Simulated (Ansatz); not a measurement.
## Profile along the Be–Be line in Be (hcp, Mg type)

Be (hcp, Mg type)

```xyz
2
Lattice="2.2631 0.0000 0.0000 -1.1316 1.9599 0.0000 0.0000 0.0000 3.5631" Properties=species:S:1:pos:R:3 pbc="T T T"
Be     0.0000     1.3066     2.6723
Be     1.1316     0.6533     0.8908
```

Fields along a shortest Be–Be line of a (0001) plane (2.26 Å), from Be to Be, interpolated on the slice's grid (step about 0.2 Å). Calculation: r2SCAN (plane waves to 500 eV, PAW, scalar-relativistic; Ansatz, an electronic-structure program). k mesh 23×23×13. These are valence fields of a PAW run, semicore shells included where kept as valence: close to a nucleus they are smooth pseudo fields. Be was relaxed with its symmetry unable to fall. The PAW data are Ansatz's earlier set.

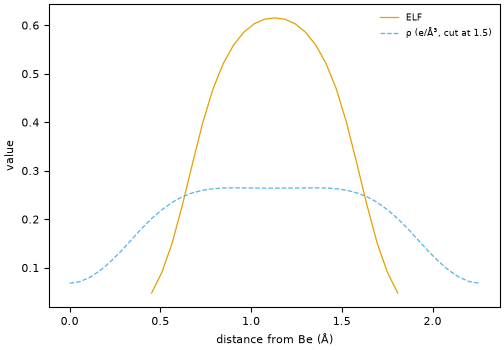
Figure. ELF (away from the nuclei) and valence density from Be to Be.

Density on the Be–Be line (2.26 Å) at its midpoint: 0.26 e/Å³. ELF at that point: 0.62. ELF maximum in the middle third of the Be–Be line: 0.62, 1.1 Å from Be.
